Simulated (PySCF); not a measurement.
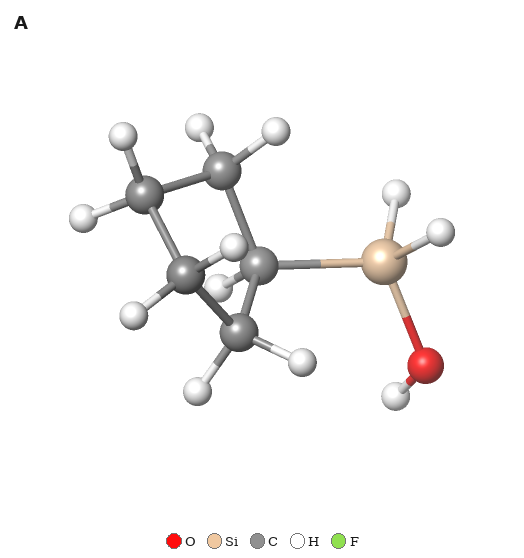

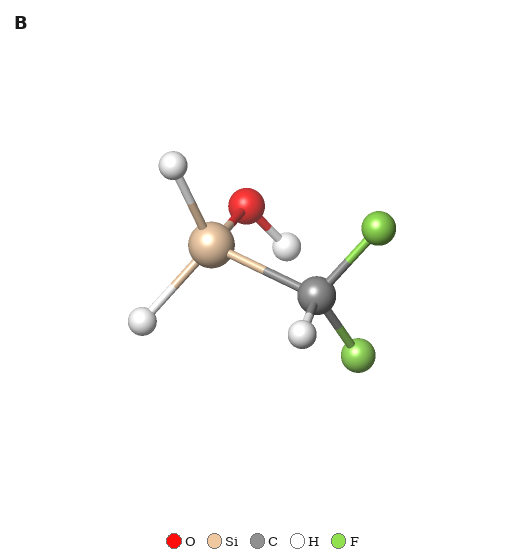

Two related species, optimised with PBE0-D3(BJ)/def2-SVP; properties computed with PySCF 2.14.0. Both: charge 0, singlet.

Question: What are A and B?

Answer: A is C5H12OSi (O[SiH2]C1CCCC1), B is CH4F2OSi (O[SiH2]C(F)F).

Compare them. With PBE0/def2-SVPD: dipole moment (D), HOMO–LUMO gap (eV), HOMO energy (Kohn–Sham orbital) (eV), lowest vertical singlet excitation (eV), mean static polarisability (bohr³). With PBE0-D3(BJ)/def2-SVP: mean Si–C length (Å), mean Si–H length (Å), mean Si–O length (Å).

```tsv
quantity	A	B
dipole moment (D)	1.96	1.72
HOMO–LUMO gap (eV)	7.95	8.30
HOMO energy (Kohn–Sham orbital) (eV)	−7.81	−8.62
lowest vertical singlet excitation (eV)	6.67	6.87
mean static polarisability (bohr³)	87.4	45.2
mean Si–C length (Å)	1.878	1.919
mean Si–H length (Å)	1.496	1.490
mean Si–O length (Å)	1.671	1.658
```

Each is one conformer, and no frequency run is at hand to confirm it as a minimum.
